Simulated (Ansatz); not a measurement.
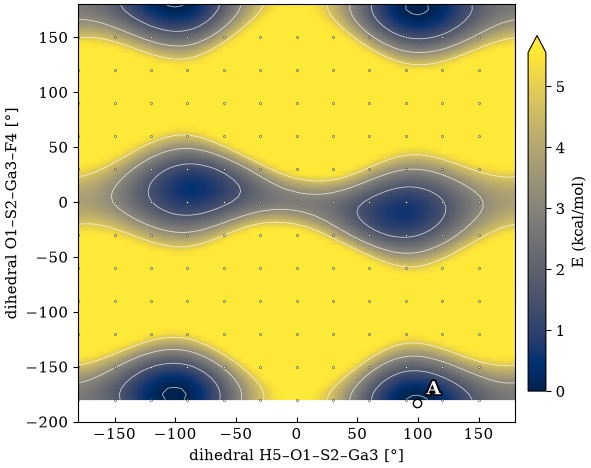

FGaH2OS, SMILES O[S][GaH][F]. 
- First axis: dihedral H5–O1–S2–Ga3. Second axis: dihedral O1–S2–Ga3–F4.
- Nothing is relaxed (all other coordinates rigid).
- The grid has 12 × 12 points.
- Energies are in kcal/mol, from the lowest grid point.
- All numbers below come from Ansatz 0.2.0, RKS PBE0-D4/def2-SVP.

Drawn: a smooth colour map with a few white contour lines, dots at the grid points, one colour for all values above the top of the scale, the well A. Between grid points the surface is interpolated.

Q: Where is the minimum, and how stiff is the well along each coordinate? Take the well at A.

A: The interpolated minimum is at dihedral H5–O1–S2–Ga3 ≈ 99°, dihedral O1–S2–Ga3–F4 ≈ −183°. The curvatures there are about 0.34 eV/rad² and 0.63 eV/rad², with a cross term of about 0.02 eV/rad². Round the minimum the two coordinates are weakly coupled (coupling 0.05 in units of the two stiffnesses). (1 eV is 23.1 kcal/mol.)
